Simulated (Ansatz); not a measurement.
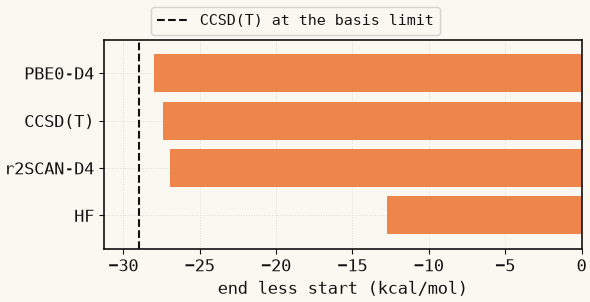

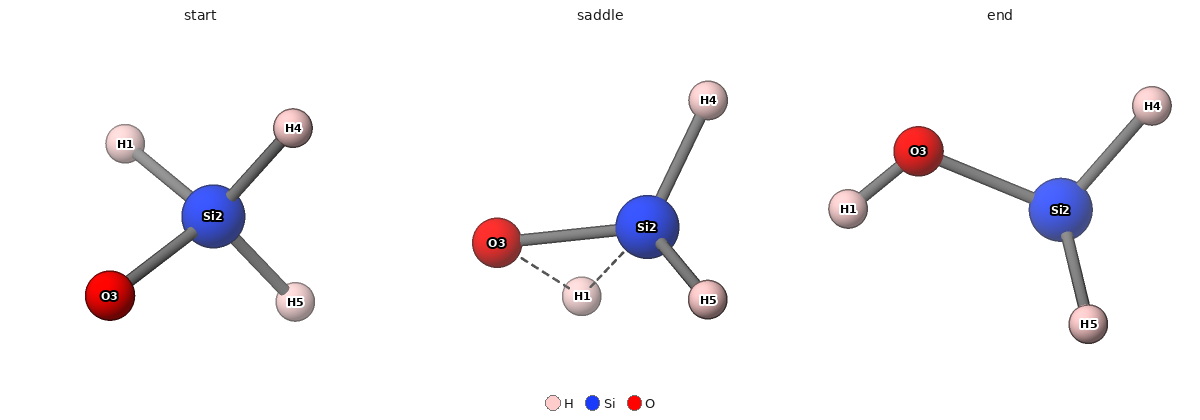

Energy change in one step of SiH₃O, doublet at several levels. In the step H1–O3 (2.43 → 1.41 → 0.96 Å) forms; H1–Si2 (1.49 → 1.58 → 2.26 Å) breaks (lengths at start, saddle and end; changes of bond order aren't listed). Electronic energies at PBE0-D4/def2-TZVP geometries, energies in def2-TZVPP, the Ansatz code 0.2.0; cores frozen in correlated methods, no zero-point terms. Start and end are the structures at the ends of the path (complexes, where there are several molecules). The line is the MP2 basis limit plus CCSD(T) less MP2 in triple zeta. The distance of CCSD(T) to the limit includes basis error. The limit lies 1.6 kcal/mol from CCSD(T) in triple zeta, so the line itself is uncertain by a part of that.

### Which level comes closest to the line (CCSD(T) at the basis limit), and which misses most?

Closest PBE0-D4 (−28.0 kcal/mol), against −29.0 kcal/mol; farthest HF (−12.7 kcal/mol).

### Give the values.

```tsv
level	kcal/mol	less CCSD(T) at the basis limit
PBE0-D4	−28.0	1.0
CCSD(T)	−27.4	1.6
r2SCAN-D4	−26.9	2.0
HF	−12.7	16.2
CCSD(T) at the basis limit	−29.0	0.0
```
